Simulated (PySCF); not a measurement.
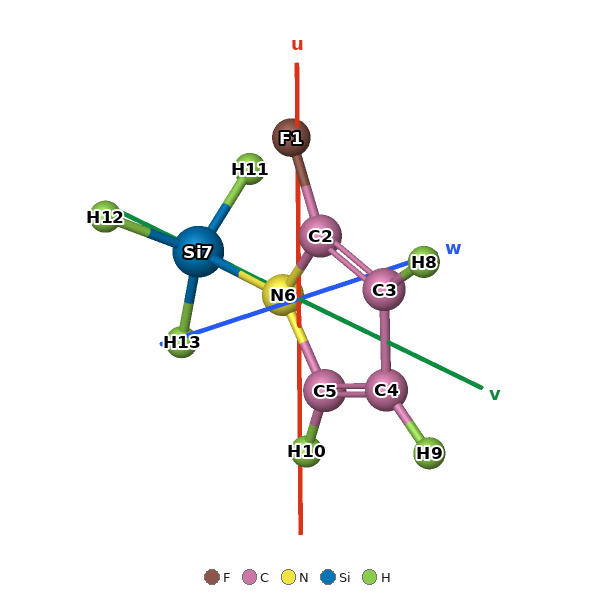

The lines u, v and w are the principal axes of the static dipole polarisability. The geometry was computed by an optimisation with GFN2-xTB. No frequency run is at hand to confirm it as a minimum. Computed with B3LYP/def2-SVPD (PySCF 2.14.0).

**Along which axis is the molecule most polarisable, and along which least?**

Most along v (nearly parallel to the N6–Si7 bond), least along w.

**Give the three principal values.**

u 79.2, v 95.8, w 56.1 bohr³; mean 77.1, anisotropy 34.6 bohr³.

The geometry is semi-empirical. Around Si such bond lengths and angles can be off by a tenth of an ångström or more and by several degrees, and values that hang on the shape move with them.
